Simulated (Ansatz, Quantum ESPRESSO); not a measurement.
# arsenene, 1 layer, rectangular cell: the energy at a withheld member of a series

**Set-up.** Quantum ESPRESSO 7.5, PBE, GBRV ultrasoft. Cell and atoms are first relaxed; each strained cell is then held, the other axis too, and the atoms relax in it. A periodic run with 15 Å of vacuum in the starting cell gives the vacuum levels, and bands follow along a path. The series steps strain along the first axis. Energies count from the lowest.

```
strain along the first axis  energy (eV)
                       -4 %       0.0686
                       -3 %       0.0382
                       -2 %       0.0171
                       -1 %       0.0045
                        0 %       0.0000
                        1 %       0.0029
                        2 %       0.0126
                        3 %       0.0287
```

**Question.** What is the energy at 4 %?

**Worked estimate.** The rows at 2 % and 3 % give a slope of (0.0287 − (0.0126))/(3 − (2)) = 0.0161, so a straight line gives 0.0448 eV. A parabola through these and the row at 1 % gives 0.0512 eV.

What the calculation gave: 0.0508 eV. The line misses by −0.0060 and the parabola by +0.0004 eV. The parabola does better.

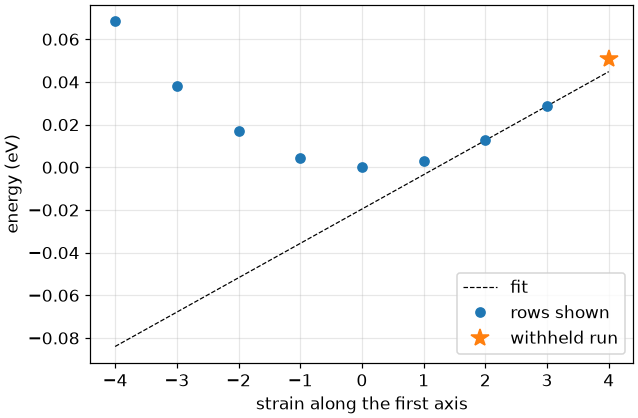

The rows shown, the fit and the withheld run.

**Limits.** Semilocal gaps are too small; the 1×1 cell can't ripple over many cells under compression as a free sheet would. No spin-orbit coupling.

[Logs are printed without paths, hosts, clocks, repeated set-up lines and the standing remarks that a program may print on its own settings, such as how far it seeks lower states.]
